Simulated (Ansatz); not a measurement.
# Ge2F: one candidate of a structure search

Aim: relax a trial structure of Ge2F and see where it ends.

Program: Ansatz 0.2.0. Level of theory: DFT PBE, scalar-relativistic, plane waves, PAW. These are calculated values, not measurements.

### Step 1. The starting structure

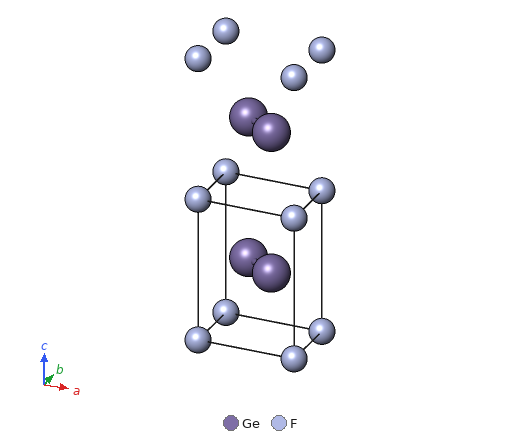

The starting structure, seen slightly off an axis (germanium purple, fluorine light blue). 1×1×2 cells are drawn. Atoms on the faces are drawn again on the opposite ones.

As a file:

```
CELL_PARAMETERS angstrom
3.53740 0.00000 0.00000
-1.76870 3.06347 0.00000
0.00000 0.00000 3.92043
ATOMIC_POSITIONS crystal
Ge 0.33333 0.66667 0.50000
Ge 0.66667 0.33333 0.50000
F 0.00000 0.00000 0.00000
```

Recipe of the guess: species swapped into a database cell of HfB2 (P6/mmm, No. 191), with F on the Hf sites and Ge on the B sites. The dimensions are guesses.

### Step 2. A first look at the guess

File input.yaml:

```yaml
crystal:
  lattice:
    - [3.53739512, 0.0, 0.0]
    - [-1.76869756, 3.06347404, 0.0]
    - [0.0, 0.0, 3.92042508]
  atoms:
    - { symbol: Ge, position: [0.33333333, 0.66666667, 0.5] }
    - { symbol: Ge, position: [0.66666667, 0.33333333, 0.5] }
    - { symbol: F, position: [0.0, 0.0, 0.0] }
basis:
  ecutwfc: 420
kpoints:
  mp_grid: { grid: [6, 6, 4] }
hamiltonian:
  xc: pbe
scf:
  occupations: { method: gaussian, width: 0.1 }
  lower_state_search: "off"
output:
  forces: true
  stress: true
  eigenvalues: true
```

On the command line:

```sh
> ansatz run input.yaml --threads 1 --pin off --max-ram 2560MiB --backend cpu --events-out ev --progress --plain --runs-dir out
```

The log of the run, cut to the lines that bear on the results:

```text
[...]
SCF converged after 7 iterations
Free energy (F): -9393.577563 eV
[...]
E sigma→0 (E₀):  -9393.574714 eV
Entropy (-TS):   -0.005697 eV (-1.899 meV/atom)
Fermi energy:    10.566735 eV
[...]
--- Forces (eV/Å), atoms counted from 1 ---
  atom   1  Ge    -0.00000000    -0.00000000     0.00000000
  atom   2  Ge     0.00000000     0.00000000     0.00000000
  atom   3  F     -0.00000000    -0.00000000     0.00000000
[...]
--- Stress (GPa, compression-positive) ---
       81.340133      -0.000000      -0.000000
        0.000000      81.340133      -0.000000
       -0.000000      -0.000000       9.115201
  P = ⅓ Tr σ = 57.2652 GPa (572.652 kbar)
--- Band table (eV; the first three rows and the last of 21) ---
  k-point 0: bands = ["-14.9829", "-14.7438", "-14.7438", "-14.7239", "-14.7239", "-14.3483", "-14.3483", "-14.2530", "-14.2530", "-14.2089", "-12.0376", "-3.2052", "5.0041", "6.6659", "6.6659", "9.6796", "9.6796", "10.4989", "13.5799", "15.4126", "15.9176", "15.9176"]
[...]
```

It took 0.83 s on 1 thread of Intel Xeon 6975P-C (Granite Rapids), shared host; peak memory 0.36 GiB.

From the probe: pressure 57.3 GPa, largest force 0.00 eV/Å, gap on this mesh none (metal). A guess like this is first relaxed loosely on the coarse mesh.

### Step 3. Coarse relaxation

Edit input.yaml of step 2 so:

```diff
@@ -22 +22,6 @@
   eigenvalues: true
+relax:
+  adjacent_minimum: "off"
+  f_tol: 0.04
+  max_steps: 70
+  cell: { stress_tol: 0.4 }
```

On the command line:

```sh
> ansatz run input.yaml --threads 1 --pin off --max-ram 2560MiB --backend cpu --events-out ev --progress --plain --runs-dir out
```

The log of the run:

```text
Warning: RAYON_NUM_THREADS=1 ignored (pool sized by the plan → 1); use --threads N
Engine: ansatz 0.2.0, x86_64-unknown-linux-gnu
Pseudopotentials: kind: paw
Pseudopotential: Ge, paw, valence charge 14, recommended cutoff 420 eV (normal), Ge.paw.azcp
Pseudopotential: F, paw, valence charge 7, recommended cutoff 420 eV (normal), F.paw.azcp
Functional definition: PBE
  parameter kappa = 0.804
  parameter beta = 0.06672455060314922
  exchange = pbe_x(kappa = kappa, mu = beta*pi^2/3)
  correlation = pbe_c(beta = beta)
Crystal: 3 atoms, lattice volume = 42.485 Å³
Basis set: ecut = 420 eV, 823 PW (Γ), exchange–correlation on 48×48×54 points (8 copies of the dense FFT grid, shifted against one another)
Bands: 22, of which v1, the nominal top of the filled ones, is band 18 counted from 1 (17 counted from 0)
Symmetry: 24 space group operations
Space group: P6/mmm (ITA 191), of the structure as read, at distance tolerance 3.5e-5 Å
k-points: 21 of 144
Non-local potential: Ge, projectors of the file, l = 0: 2, l = 1: 2, l = 2: 3, l = 3: 1
Non-local potential: F, projectors of the file, l = 0: 2, l = 1: 2, l = 2: 1
PAW form: soft (Blöchl's): semilocal exchange-correlation on the pseudo side does not see the compensation charge
PAW one-centre angular grid: Ge, 590 points (default); XC on 64 Gauss nodes
PAW one-centre angular grid: F, 110 points (default); XC on 64 Gauss nodes
Initial density: superposition of atomic densities (neutral atoms: chi_scale 0, normalization atom), corrected by the library's trained network
Initial wavefunctions: pseudopotential atomic-orbital guess
Functional: x = pbe(κ = 0.804, μ = 0.2195149727645171), c = pbe(β = 0.06672455060314922)
SCF iter   1: F=—  HF=-9393.582819 eV  |F-HF|=—  |Δ(HF+E_count)|=         —  Δρ=1.34e-2  dr2=1.97e-2  ethr=1.77e-3  ⟨swp⟩=5.5  Hψ=1956  notcnv=0
preconditioner: auto → LDOS  [insulator: Δε(μ)=0.139 eV  Ē_g=23.215 eV  σ=0.100 eV  W_gap=0.63  n_scr=20 (ndim 8)  ℏωp=33.7 eV  f_vac=0.024  D(μ)=1.16/eV (n_scr^D=8)  ε∞_Penn≈3.1  β→1.0]
SCF iter   2: F=—  HF=-9393.579264 eV  |F-HF|=—  |Δ(HF+E_count)|=   3.55e-3  Δρ=5.65e-3  dr2=7.19e-3  ethr=5.64e-5  ⟨swp⟩=2.0  Hψ=817  notcnv=0
SCF iter   3: F=—  HF=-9393.577621 eV  |F-HF|=—  |Δ(HF+E_count)|=   1.64e-3  Δρ=8.98e-4  dr2=9.92e-5  ethr=2.05e-5  ⟨swp⟩=2.0  Hψ=612  notcnv=0
SCF iter   4: F=—  HF=-9393.577575 eV  |F-HF|=—  |Δ(HF+E_count)|=   4.66e-5  Δρ=3.29e-4  dr2=2.25e-5  ethr=2.84e-7  ⟨swp⟩=2.0  Hψ=826  notcnv=0
SCF iter   5: F=—  HF=-9393.577563 eV  |F-HF|=—  |Δ(HF+E_count)|=   1.16e-5  Δρ=1.80e-4  dr2=1.01e-5  ethr=6.44e-8  ⟨swp⟩=2.0  Hψ=792  notcnv=0
SCF iter   6: F=—  HF=-9393.577563 eV  |F-HF|=—  |Δ(HF+E_count)|=   2.78e-7  Δρ=6.43e-5  dr2=1.25e-6  ethr=2.88e-8  ⟨swp⟩=2.0  Hψ=533  notcnv=0
SCF iter   7: F=-9393.577563 eV  HF=-9393.577563 eV  |F-HF|=6.86e-9  |Δ(HF+E_count)|=   8.80e-8  Δρ=8.91e-6  dr2=2.74e-8  ethr=2.86e-10  ⟨swp⟩=4.0  Hψ=1678  notcnv=0
SCF 1 converged in 7 iterations: F = -9393.577563 eV  dr2 = 2.74e-8
relax step   1: F+E_penalty+E_count = -9393.57756286 eV  Δ(F+E_penalty+E_count) = +0.000e0 eV  max|allowed force component| = 2.899e-16 eV/Å  Δτ_max = 0.0000 Å  P = +57.265 GPa  Ω = 42.485 Å³  (7 SCF iters, dr2 threshold 1.00e-7 eV, accepted)
Crystal: 3 atoms, lattice volume = 46.989 Å³
Basis set: ecut = 420 eV, 925 PW (Γ), exchange–correlation on 48×48×54 points (8 copies of the dense FFT grid, shifted against one another)
Initial density: handed on by an earlier stage of this run
Initial wavefunctions: those handed on with the density
iter 1 solved again at ethr=1.12e-3 eV; its pass at ethr=3.10e-3 eV (dr2=3.92e-1 eV) is discarded
SCF iter   1: F=—  HF=-9395.298656 eV  |F-HF|=—  |Δ(HF+E_count)|=         —  Δρ=2.33e-2  dr2=3.93e-1  ethr=1.12e-3  ⟨swp⟩=1.0  Hψ=2785  notcnv=0
preconditioner: auto → LDOS  [insulator: Δε(μ)=0.157 eV  Ē_g=22.497 eV  σ=0.100 eV  W_gap=0.68  n_scr=20 (ndim 8)  ℏωp=32.0 eV  f_vac=0.041  D(μ)=1.26/eV (n_scr^D=8)  ε∞_Penn≈3.0  β→1.0]
SCF iter   2: F=—  HF=-9395.183818 eV  |F-HF|=—  |Δ(HF+E_count)|=   1.15e-1  Δρ=8.91e-3  dr2=3.71e-2  ethr=1.12e-3  ⟨swp⟩=2.5  Hψ=700  notcnv=0
SCF iter   3: F=—  HF=-9395.186396 eV  |F-HF|=—  |Δ(HF+E_count)|=   2.58e-3  Δρ=5.99e-3  dr2=1.85e-2  ethr=1.06e-4  ⟨swp⟩=2.0  Hψ=1090  notcnv=0  defer=3
SCF iter   4: F=—  HF=-9395.178375 eV  |F-HF|=—  |Δ(HF+E_count)|=   8.02e-3  Δρ=2.42e-3  dr2=2.44e-3  ethr=5.28e-5  ⟨swp⟩=2.0  Hψ=912  notcnv=0  defer=3
SCF iter   5: F=—  HF=-9395.177485 eV  |F-HF|=—  |Δ(HF+E_count)|=   8.90e-4  Δρ=3.61e-4  dr2=2.04e-5  ethr=6.97e-6  ⟨swp⟩=2.0  Hψ=819  notcnv=0  defer=3
SCF iter   6: F=—  HF=-9395.177481 eV  |F-HF|=—  |Δ(HF+E_count)|=   3.88e-6  Δρ=1.06e-4  dr2=3.17e-6  ethr=5.84e-8  ⟨swp⟩=2.9  Hψ=836  notcnv=0  defer=3
SCF iter   7: F=-9395.177482 eV  HF=-9395.177482 eV  |F-HF|=2.25e-8  |Δ(HF+E_count)|=   7.92e-7  Δρ=1.48e-5  dr2=7.12e-8  ethr=8.57e-10  ⟨swp⟩=3.9  Hψ=1964  notcnv=0
SCF 2 converged in 7 iterations: F = -9395.177482 eV  dr2 = 7.12e-8
relax step   2: F+E_penalty+E_count = -9395.17748168 eV  Δ(F+E_penalty+E_count) = -1.600e0 eV  max|allowed force component| = 1.665e-16 eV/Å  Δτ_max = 0.0000 Å  P = +29.334 GPa  Ω = 46.989 Å³  energy of the carried Pulay correction = -8.471e-3 eV  (7 SCF iters, dr2 threshold 3.00e-7 eV, accepted)
Crystal: 3 atoms, lattice volume = 50.819 Å³
Basis set: ecut = 420 eV, 997 PW (Γ), exchange–correlation on 48×48×54 points (8 copies of the dense FFT grid, shifted against one another)
iter 1 solved again at ethr=6.63e-4 eV; its pass at ethr=3.10e-3 eV (dr2=2.32e-1 eV) is discarded
SCF iter   1: F=—  HF=-9396.086337 eV  |F-HF|=—  |Δ(HF+E_count)|=         —  Δρ=1.77e-2  dr2=2.33e-1  ethr=6.63e-4  ⟨swp⟩=1.0  Hψ=2833  notcnv=0
preconditioner: auto → Kerker (q_TF=auto, 2.564 Å⁻¹)  [metal: Δε(μ)=0.064 eV  Ē_g=21.954 eV  σ=0.100 eV  W_gap=0.34  n_scr=20 (ndim 8)  ℏωp=30.8 eV  f_vac=0.023  D(μ)=0.70/eV (n_scr^D=0)]
SCF iter   2: F=—  HF=-9396.042065 eV  |F-HF|=—  |Δ(HF+E_count)|=   4.43e-2  Δρ=9.58e-3  dr2=5.69e-2  ethr=6.63e-4  ⟨swp⟩=2.0  Hψ=623  notcnv=0
preconditioner: auto → Resta (q_TF=auto, 2.564 Å⁻¹)  ε∞=3.0  [insulator: Δε(μ)=0.182 eV  Ē_g=21.927 eV  σ=0.100 eV  W_gap=0.56  n_scr=20 (ndim 8)  ℏωp=30.8 eV  f_vac=0.018  D(μ)=0.55/eV (n_scr^D=0)  ε∞_Penn≈3.0]
SCF iter   3: F=—  HF=-9396.023329 eV  |F-HF|=—  |Δ(HF+E_count)|=   1.87e-2  Δρ=3.90e-3  dr2=1.91e-2  ethr=1.63e-4  ⟨swp⟩=1.8  Hψ=661  notcnv=0  defer=1
SCF iter   4: F=—  HF=-9396.016337 eV  |F-HF|=—  |Δ(HF+E_count)|=   6.99e-3  Δρ=1.18e-3  dr2=5.85e-4  ethr=5.45e-5  ⟨swp⟩=2.0  Hψ=636  notcnv=0  defer=1
SCF iter   5: F=—  HF=-9396.016448 eV  |F-HF|=—  |Δ(HF+E_count)|=   1.12e-4  Δρ=3.76e-4  dr2=7.94e-5  ethr=1.67e-6  ⟨swp⟩=3.0  Hψ=931  notcnv=0  defer=2
SCF iter   6: F=—  HF=-9396.016427 eV  |F-HF|=—  |Δ(HF+E_count)|=   2.13e-5  Δρ=1.82e-4  dr2=1.39e-5  ethr=2.27e-7  ⟨swp⟩=2.1  Hψ=776  notcnv=0  defer=2
SCF iter   7: F=—  HF=-9396.016426 eV  |F-HF|=—  |Δ(HF+E_count)|=   1.61e-6  Δρ=2.65e-5  dr2=3.30e-7  ethr=3.97e-8  ⟨swp⟩=2.3  Hψ=698  notcnv=0  defer=2
SCF iter   8: F=-9396.016426 eV  HF=-9396.016426 eV  |F-HF|=5.74e-9  |Δ(HF+E_count)|=   1.97e-7  Δρ=7.22e-6  dr2=2.51e-8  ethr=8.57e-10  ⟨swp⟩=5.8  Hψ=2040  notcnv=0
SCF 3 converged in 8 iterations: F = -9396.016426 eV  dr2 = 2.51e-8
relax step   3: F+E_penalty+E_count = -9396.01642571 eV  Δ(F+E_penalty+E_count) = -8.389e-1 eV  max|allowed force component| = 4.934e-16 eV/Å  Δτ_max = 0.0000 Å  P = +11.967 GPa  Ω = 50.819 Å³  energy of the carried Pulay correction = -1.486e-2 eV  (8 SCF iters, dr2 threshold 3.00e-7 eV, accepted)
[... from here on, the SCF cycles and remarks between the steps are left out ...]
relax step   4: F+E_penalty+E_count = -9396.39465143 eV  Δ(F+E_penalty+E_count) = -3.782e-1 eV  max|allowed force component| = 2.467e-16 eV/Å  Δτ_max = 0.0000 Å  P = +3.391 GPa  Ω = 51.988 Å³  energy of the carried Pulay correction = -1.627e-2 eV  (6 SCF iters, dr2 threshold 3.00e-7 eV, accepted)
relax step   5: F+E_penalty+E_count = -9396.48957187 eV  Δ(F+E_penalty+E_count) = -9.492e-2 eV  max|allowed force component| = 1.480e-16 eV/Å  Δτ_max = 0.0000 Å  P = -0.386 GPa  Ω = 51.276 Å³  energy of the carried Pulay correction = -1.468e-2 eV  (6 SCF iters, dr2 threshold 3.00e-7 eV, accepted)
relax step   6: F+E_penalty+E_count = -9396.51276231 eV  Δ(F+E_penalty+E_count) = -2.319e-2 eV  max|allowed force component| = 1.974e-16 eV/Å  Δτ_max = 0.0000 Å  P = -0.261 GPa  Ω = 49.288 Å³  energy of the carried Pulay correction = -1.098e-2 eV  (6 SCF iters, dr2 threshold 3.00e-7 eV, accepted)
relax step   7: F+E_penalty+E_count = -9396.73429741 eV  Δ(F+E_penalty+E_count) = -2.215e-1 eV  max|allowed force component| = 9.252e-17 eV/Å  Δτ_max = 0.0000 Å  P = +5.327 GPa  Ω = 49.288 Å³  stress off target by 7.70e0 GPa  SCF on the basis re-selected at this cell (its energy is not comparable with the rows above)  (7 SCF iters)
relax step   8: F+E_penalty+E_count = -9396.79198721 eV  Δ(F+E_penalty+E_count) = -5.769e-2 eV  max|allowed force component| = 8.327e-17 eV/Å  Δτ_max = 0.0000 Å  P = +2.700 GPa  Ω = 49.679 Å³  energy of the carried Pulay correction = -6.763e-4 eV  (6 SCF iters, dr2 threshold 3.00e-7 eV, accepted)
relax step   9: F+E_penalty+E_count = -9396.85463427 eV  Δ(F+E_penalty+E_count) = -6.265e-2 eV  max|allowed force component| = 1.735e-16 eV/Å  Δτ_max = 0.0000 Å  P = +0.438 GPa  Ω = 49.038 Å³  energy of the carried Pulay correction = +4.987e-4 eV  (6 SCF iters, dr2 threshold 3.00e-7 eV, accepted)
relax step  10: F+E_penalty+E_count = -9396.85481243 eV  Δ(F+E_penalty+E_count) = -1.782e-4 eV  max|allowed force component| = 1.727e-16 eV/Å  Δτ_max = 0.0000 Å  P = +0.153 GPa  Ω = 49.123 Å³  energy of the carried Pulay correction = +3.606e-4 eV  (6 SCF iters, dr2 threshold 3.00e-7 eV, accepted)
relax step  11: F+E_penalty+E_count = -9396.86106441 eV  Δ(F+E_penalty+E_count) = -6.252e-3 eV  max|allowed force component| = 1.650e-16 eV/Å  Δτ_max = 0.0000 Å  P = +0.369 GPa  Ω = 49.123 Å³  stress off target by 4.94e-1 GPa  SCF on the basis re-selected at this cell (its energy is not comparable with the rows above)  (6 SCF iters)
relax step  12: F+E_penalty+E_count = -9396.86099925 eV  Δ(F+E_penalty+E_count) = +6.516e-5 eV  max|allowed force component| = 7.556e-17 eV/Å  Δτ_max = 0.0000 Å  P = -0.039 GPa  Ω = 49.344 Å³  energy of the carried Pulay correction = -3.780e-4 eV  (6 SCF iters, dr2 threshold 3.00e-7 eV, accepted)
iter 1 solved again at ethr=1.27e-7 eV; its pass at ethr=3.10e-3 eV (dr2=4.45e-5 eV) is discarded
SCF iter   1: F=—  HF=-9396.861397 eV  |F-HF|=—  |Δ(HF+E_count)|=         —  Δρ=3.01e-5  dr2=6.83e-8  ethr=1.27e-7  ⟨swp⟩=2.8  Hψ=3018  notcnv=0
preconditioner: auto → none  [insulator: Δε(μ)=0.181 eV  Ē_g=21.396 eV  σ=0.100 eV  W_gap=0.78  n_scr=8 (ndim 8)  ℏωp=31.3 eV  f_vac=0.000  D(μ)=0.43/eV (n_scr^D=0)  ε∞_Penn≈3.1]
SCF iter   2: F=—  HF=-9396.861345 eV  |F-HF|=—  |Δ(HF+E_count)|=   5.15e-5  Δρ=1.21e-5  dr2=9.61e-9  ethr=1.95e-10  ⟨swp⟩=2.0  Hψ=829  notcnv=0
iter 3 did not close the SCF: its close was put off for the readings that it lacked (scf_convergence_deferred on its scf_iter line)
SCF iter   3: F=-9396.861345 eV  HF=-9396.861345 eV  |F-HF|=9.62e-10  |Δ(HF+E_count)|=   1.90e-8  Δρ=2.98e-6  dr2=6.15e-10  ethr=2.75e-11  ⟨swp⟩=2.4  Hψ=841  notcnv=0
iter 4 did not close the SCF: its close was put off for the readings that it lacked (scf_convergence_deferred on its scf_iter line)
SCF iter   4: F=-9396.861345 eV  HF=-9396.861345 eV  |F-HF|=1.46e-11  |Δ(HF+E_count)|=   1.35e-9  Δρ=5.31e-7  dr2=3.46e-11  ethr=1.76e-12  ⟨swp⟩=2.0  Hψ=834  notcnv=0
iter 5 did not close the SCF: its close was put off for the readings that it lacked (scf_convergence_deferred on its scf_iter line)
SCF iter   5: F=-9396.861345 eV  HF=-9396.861345 eV  |F-HF|=1.82e-12  |Δ(HF+E_count)|=  2.00e-11  Δρ=1.03e-7  dr2=2.32e-12  ethr=1.00e-12  ⟨swp⟩=2.0  Hψ=672  notcnv=0
SCF iter   6: F=-9396.861345 eV  HF=-9396.861345 eV  |F-HF|=3.64e-12  |Δ(HF+E_count)|=  3.64e-12  Δρ=1.03e-8  dr2=1.68e-14  ethr=1.00e-12  ⟨swp⟩=1.0  Hψ=1008  notcnv=0
SCF 13 converged in 6 iterations: F = -9396.861345 eV  dr2 = 1.68e-14
relax step  13: F+E_penalty+E_count = -9396.86134537 eV  Δ(F+E_penalty+E_count) = -3.461e-4 eV  max|allowed force component| = 7.247e-17 eV/Å  Δτ_max = 0.0000 Å  P = -0.023 GPa  Ω = 49.344 Å³  stress off target by 3.22e-2 GPa  SCF on the basis re-selected at this cell (its energy is not comparable with the rows above)  (6 SCF iters)
basis re-selected at this cell: Δ(F+E_penalty+E_count) = -3.461e-4 eV, ΔP = +0.016 GPa vs the last step (what re-selecting the basis moved, of the pressure what is left beyond the Pulay correction that the steps carried, after the strain that the cell walked since its last selection, with what the two solves' SCF thresholds leave and, on support functions, any second-order correction that the steps lacked; it is no measure of the basis error at this ecutwfc). This SCF's stress stands 3.22e-2 GPa from its target on what of the cell is left free (relax.cell.stress_tol is 4.00e-1 GPa) and its largest allowed force component is 7.25e-17 eV/Å (relax.f_tol is 4.00e-2 eV/Å): within both
SCF converged after 6 iterations
Free energy (F): -9396.861345 eV
Harris-Foulkes:  -9396.861345 eV  (|F-HF|=3.64e-12)
Internal energy: -9396.859206 eV  (E = F + TS)
E sigma→0 (E₀):  -9396.860276 eV
Entropy (-TS):   -0.002139 eV (-0.713 meV/atom)
Fermi energy:    8.239456 eV
--- Per-component energies (eV) ---
  E_band       = -299.334880
  E_kinetic    = 424.897881
  E_local      = -4944.283670  (includes V_loc(G=0)·N_el)
  E_nonlocal   = 905.677485
  E_hartree    = 2112.951805
  E_xc         = -229.646822
  E_vxc        = -229.565858  (∫ρ·V_xc dr)
  E_paw        = -4234.707646  (= ΣΔE_a)
  E_vpaw       = -681.967279  (= ΣTr[D̂ρ^β])
  E_aug_tail   = 0.002945  (compensation charges beyond the density's cutoff)
  E_ewald      = -3431.751185
  E_smearing   = -0.002139  (= −TS)
  E_closure    = 0.000000  (closes the sum)
  Σ components = -9396.861345   (vs F -9396.861345, Δ=0.00e0)
--- Forces (eV/Å), atoms counted from 1 ---
  atom   1  Ge     0.00000000    -0.00000000    -0.00000000
  atom   2  Ge     0.00000000     0.00000000     0.00000000
  atom   3  F     -0.00000000     0.00000000    -0.00000000
  max |Σ_I F_I| component: 4.63e-18 eV/Å
--- Stress (GPa, compression-positive) ---
       -0.032163       0.000000      -0.000000
        0.000000      -0.032163      -0.000000
       -0.000000      -0.000000      -0.005838
  P = ⅓ Tr σ = -0.0234 GPa (-0.234 kbar)
--- Band table (eV; the first three rows and the last of 21) ---
  k-point 0: bands = ["-16.4257", "-16.2944", "-16.2944", "-16.2651", "-16.2538", "-16.2538", "-16.2012", "-16.2012", "-16.1387", "-16.1387", "-13.3140", "-3.0187", "4.6211", "4.6211", "4.7943", "5.7326", "6.4862", "6.4862", "12.4770", "13.1399", "13.1399", "16.2340"]
  k-point 1: bands = ["-16.3913", "-16.3096", "-16.3096", "-16.2522", "-16.2522", "-16.2256", "-16.2110", "-16.2110", "-16.1370", "-16.1370", "-13.2268", "-2.3898", "4.8845", "4.8845", "5.0952", "5.6818", "7.1783", "7.1783", "7.9166", "13.0729", "13.0729", "13.8477"]
  k-point 2: bands = ["-16.3570", "-16.3244", "-16.3244", "-16.2508", "-16.2508", "-16.2207", "-16.2207", "-16.1859", "-16.1354", "-16.1354", "-13.1377", "-1.4767", "4.2670", "5.1739", "5.1739", "5.4073", "7.4994", "8.1272", "8.1272", "10.1850", "12.9610", "12.9610"]
  k-point 20: bands = ["-16.3555", "-16.3446", "-16.3269", "-16.3269", "-16.2740", "-16.2740", "-16.2067", "-16.1343", "-16.1343", "-16.0224", "-13.1079", "1.2303", "1.2303", "3.5598", "4.0895", "4.0895", "7.7715", "7.7715", "7.9587", "13.9637", "13.9637", "14.3896"]
--- Relaxed structure (10 steps of the walk, 10 accepted, 3 SCFs on fresh bases) ---
  F+E_penalty+E_count = -9396.86134537 eV   max|allowed force component| = 7.247e-17 eV/Å   (the final SCF, on the basis selected at the relaxed cell)
  cell:  # Å, volume = 49.3444 Å³
    - [4.328424942510234, -2.938440579339576e-32, 0.0]
    - [-2.164212471255117, 3.7485259585880613, -3.381746430855995e-33]
    - [0.0, -4.327728374649542e-33, 3.0412151082506633]
  atoms:
    - { symbol: Ge, position: [0.3333333333333333, 0.6666666666666666, 0.5000000000000001] }
    - { symbol: Ge, position: [0.6666666666666666, 0.3333333333333333, 0.5000000000000001] }
    - { symbol: F, position: [-1.6054674772092524e-33, 4.3657995250795195e-35, 0.0] }
```

Wall time 12 s (1 thread of Intel Xeon 6975P-C (Granite Rapids), shared host); peak memory 0.38 GiB.

Step by step:

```csv
step,energy from step 1 (eV/cell),largest force component (eV/Å),pressure (GPa),volume (Å³)
1,0.0000,0.0000,57.27,42.48
2,-1.5999,0.0000,29.33,46.99
3,-2.4389,0.0000,11.97,50.82
4,-2.8171,0.0000,3.39,51.99
5,-2.9120,0.0000,-0.39,51.28
6,-2.9352,0.0000,-0.26,49.29
7,-3.1567,0.0000,5.33,49.29
8,-3.2144,0.0000,2.70,49.68
9,-3.2771,0.0000,0.44,49.04
10,-3.2772,0.0000,0.15,49.12
11,-3.2835,0.0000,0.37,49.12
12,-3.2834,0.0000,-0.04,49.34
13,-3.2838,0.0000,-0.02,49.34
```

Step 1 is the start. Steps 7, 11, 13 each repeat the geometry before them on a plane-wave basis chosen anew, so the energy can jump there without any move.

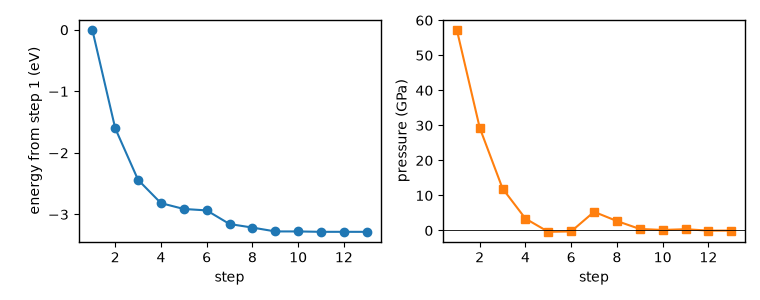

Energy and pressure along the relaxation.

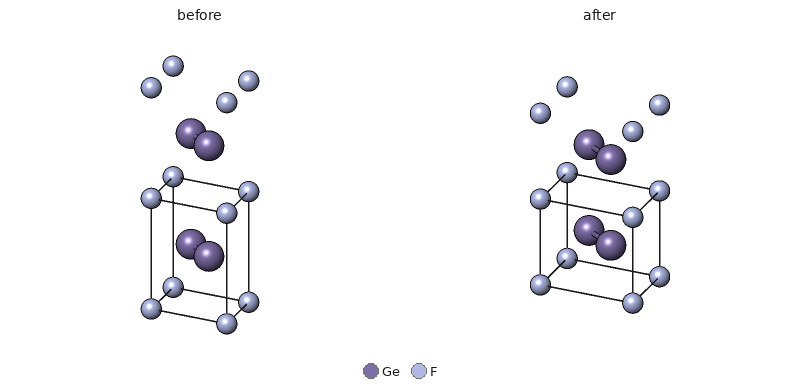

Before and after, at one scale.

|  | before | after | change |
| --- | --- | --- | --- |
| a (Å) | 3.537 | 4.328 | +22.4 % |
| b (Å) | 3.537 | 4.328 | +22.4 % |
| c (Å) | 3.920 | 3.041 | -22.4 % |
| volume (Å³/atom) | 14.16 | 16.45 | +16.1 % |
| shortest distance (Å) | 2.042 | 2.499 | +22.4 % |
| space group (0.01 Å) | P6/mmm | P6/mmm | same |

The run keeps the 24 symmetry operations of the start, so it could not have lowered the symmetry.

(Part 1 of 2 ends here.)
